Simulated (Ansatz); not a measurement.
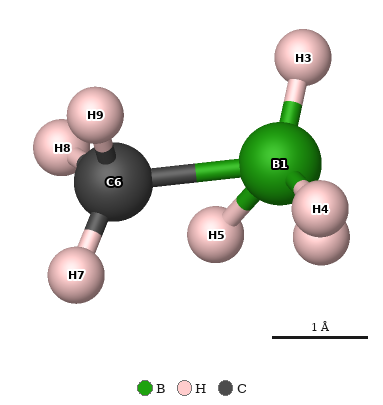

Fig. 1: The structure as given in the input (ball-and-stick view, seen at a tilt; atoms are numbered from 1 in the order of the input).

# CH7B: saddle-point search

CH7B, computed with RKS PBE0-D4/def2-TZVP (Ansatz 0.2.0).

The geometry is a guess of a transition state. The reaction was set up to form B1–C6 and H2–H5 and to break B1–H2 and H5–C6 (atoms counted from 1 in the order of the input); sticks are drawn by distance alone. Figures and captions count atoms from 1; the log counts them from 0 in places.

The input
```yaml
crystal:
  periodic: [false, false, false]
  atoms:
    - {symbol: B, position_ang: [-0.467160, -0.174657, -0.724534]}
    - {symbol: H, position_ang: [-0.468803, 1.005159, -1.228176]}
    - {symbol: H, position_ang: [0.181848, -0.841814, -1.490228]}
    - {symbol: H, position_ang: [-1.616891, -0.395086, -0.437920]}
    - {symbol: H, position_ang: [0.068717, 0.863827, -0.249307]}
    - {symbol: C, position_ang: [0.442845, -0.056856, 0.781151]}
    - {symbol: H, position_ang: [-0.001103, 0.544432, 1.587522]}
    - {symbol: H, position_ang: [1.516085, 0.167889, 0.700255]}
    - {symbol: H, position_ang: [0.344561, -1.112793, 1.061236]}
basis:
  gaussian: {orbitals: def2-TZVP}
hamiltonian: {xc: pbe0, dispersion: d4}
saddle:
  f_tol: 0.01
  max_steps: 50
  order_check: false
  mode_guess:
    - [0.1714, -0.1509, 0.3570]
    - [0.1325, 0.0437, 0.2073]
    - [-0.0185, 0.0729, -0.0199]
    - [0.0166, 0.0634, -0.0415]
    - [-0.2432, 0.4297, -0.5997]
    - [-0.0524, -0.2126, 0.0032]
    - [-0.0293, -0.0579, -0.0716]
    - [-0.0690, -0.0477, -0.0519]
    - [0.0919, -0.1405, 0.2171]
```

Hardware: 2 CPU threads, shared host.

Output
```
Functional definition: PBE0
  name "PBE0"
  cite "Adamo & Barone, J. Chem. Phys. 110, 6158 (1999) doi:10.1063/1.478522"
  cite "Perdew, Burke & Ernzerhof, Phys. Rev. Lett. 77, 3865 (1996) doi:10.1103/PhysRevLett.77.3865"
  parent pbe
  parameter a = 0.25
  parameter kappa = 0.804
  parameter beta = 0.06672455060314922
  exchange = (1 - a)*pbe_x(kappa = kappa, mu = beta*pi^2/3) + a*exact_x
  correlation = pbe_c(beta = beta)
657 factors; their error is unknown
mean field evaluation 1: about -1818.5444 eV, gradient 4.5e1 eV
mean field evaluation 2: about -1817.0628 eV, gradient 5.0e1 eV
mean field evaluation 4: about -1823.6939 eV, gradient 1.6e0 eV
mean field evaluation 8: about -1823.6936 eV, gradient 3.2e-2 eV
mean field -1823.69363362 eV, -67.0195048915 hartree, gradient 2.4e-5 eV, S^2 0.000000; 0 other end points of the search recorded, 0 dependent functions left out
the calculation of the forces begins
reference -1823.69366244 eV, -67.0195059505 hartree; 9, 9 occupied and 95, 95 virtual orbitals, 657 factors
these checks for a lower state are left out or cut short: stability, starts, cluster_reference, orbital_swaps, neighbouring_geometries, increment
657 factors; their error is unknown
mean field evaluation 16: about -1823.7017 eV, gradient 1.0e-3 eV
mean field -1823.69418574 eV, -67.0195251818 hartree, gradient 2.8e-6 eV, S^2 0.000000; 0 other end points of the search recorded, 0 dependent functions left out
[... from here on the field's lines of each further geometry are left out, up to the last ...]
saddle step   1: F+E_penalty+E_count = -1823.76781066 eV  max|allowed force component| = 2.877e-1 eV/Å  curvature = -7.2084 eV/Å²  mode residual = 3.53e-1 eV/Å²  Δτ_max = 0.0000 Å  (1 rotations, 3 force calls, 60 SCF iters)  cluster: 3 rotations left out, max|force component along them| = 3.114e-8 eV/Å
saddle step   2: F+E_penalty+E_count = -1823.77709336 eV  max|allowed force component| = 7.606e-2 eV/Å  curvature = -7.1452 eV/Å²  mode residual = 4.65e-1 eV/Å²  Δτ_max = 0.0148 Å  (1 rotations, 3 force calls, 65 SCF iters)  cluster: 3 rotations left out, max|force component along them| = 1.333e-8 eV/Å
saddle step   3: F+E_penalty+E_count = -1823.77736564 eV  max|allowed force component| = 6.275e-2 eV/Å  curvature = -7.2610 eV/Å²  mode residual = 3.11e-1 eV/Å²  Δτ_max = 0.0138 Å  (1 rotations, 3 force calls, 67 SCF iters)  cluster: 3 rotations left out, max|force component along them| = 8.037e-9 eV/Å
saddle step   4: F+E_penalty+E_count = -1823.77769737 eV  max|allowed force component| = 2.293e-2 eV/Å  curvature = -7.2204 eV/Å²  mode residual = 2.39e-1 eV/Å²  Δτ_max = 0.0048 Å  (1 rotations, 3 force calls, 67 SCF iters)  cluster: 3 rotations left out, max|force component along them| = 8.529e-9 eV/Å
saddle step   5: F+E_penalty+E_count = -1823.77770707 eV  max|allowed force component| = 1.420e-2 eV/Å  curvature = -7.2138 eV/Å²  mode residual = 1.78e-1 eV/Å²  Δτ_max = 0.0006 Å  (1 rotations, 3 force calls, 59 SCF iters)  cluster: 3 rotations left out, max|force component along them| = 2.477e-8 eV/Å
the calculation of the forces begins
reference -1823.70359570 eV, -67.0198709912 hartree; 9, 9 occupied and 95, 95 virtual orbitals, 657 factors
657 factors; their error is unknown
mean field evaluation 192: about -1823.7035 eV, gradient 1.2e-3 eV
mean field -1823.70349757 eV, -67.0198673849 hartree, gradient 2.4e-5 eV, S^2 0.000000; 1 other end points of the search recorded, 0 dependent functions left out
the calculation of the forces begins
reference -1823.70352630 eV, -67.0198684411 hartree; 9, 9 occupied and 95, 95 virtual orbitals, 657 factors
saddle step   6: F+E_penalty+E_count = -1823.77769827 eV  max|allowed force component| = 6.613e-3 eV/Å  curvature = -7.1966 eV/Å² (error put at 0.0045; -7.2009 at half of saddle.amplitude)  mode residual = 1.43e-1 eV/Å²  Δτ_max = 0.0011 Å  (1 rotations, 10 force calls, 194 SCF iters)  cluster: 3 rotations left out, max|force component along them| = 7.190e-9 eV/Å
Total energy: -1823.77772701 eV, -67.0225952665 hartree
Atom 0 at    -0.467489    -0.170432    -0.726862 Å, force    -0.001650    -0.002140    -0.001892 eV/Å
Atom 1 at    -0.467266     0.997911    -1.222472 Å, force     0.000501    -0.000060     0.000870 eV/Å
Atom 2 at     0.176335    -0.835295    -1.478860 Å, force     0.000497     0.000805    -0.000449 eV/Å
Atom 3 at    -1.602801    -0.393461    -0.438111 Å, force    -0.000313     0.000997    -0.000024 eV/Å
Atom 4 at     0.065520     0.856336    -0.251612 Å, force    -0.000663     0.005114    -0.003259 eV/Å
Atom 5 at     0.443129    -0.056891     0.781696 Å, force     0.003309    -0.002289     0.006613 eV/Å
Atom 6 at     0.001707     0.540375     1.581198 Å, force     0.000583    -0.002078    -0.003465 eV/Å
Atom 7 at     1.508137     0.166475     0.700100 Å, force    -0.003887    -0.000997    -0.000895 eV/Å
Atom 8 at     0.342826    -1.104916     1.054921 Å, force     0.001623     0.000646     0.002500 eV/Å
Dipole moment:     0.212140     0.201587     0.277074 e Å
```

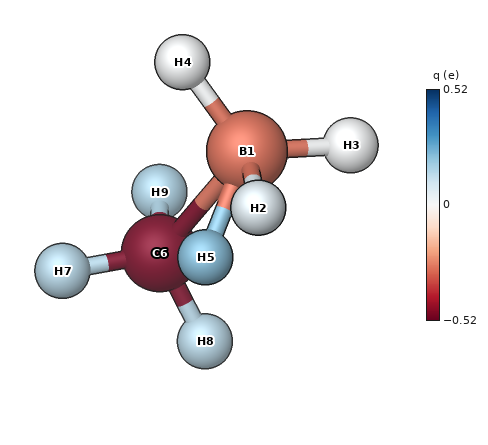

Fig. 2: Mulliken charges, as the colour of each atom (ball-and-stick view, seen at a tilt; atoms are numbered from 1 in the order of the input). By element: B −0.29, H +0.01 to +0.22 and C −0.49 e.

Key numbers

```csv
quantity,value
outcome,converged
total energy,−1823.7777 eV
mean-field energy,−1823.7035 eV
dispersion energy,−0.0742 eV
largest force (length of the vector) at the end,0.008 eV/Å
dipole moment,1.94 D
wall time,19 s (CPU time 34 s)
peak memory,0.19 GiB
```

Remarks

The order of the saddle point was not checked.
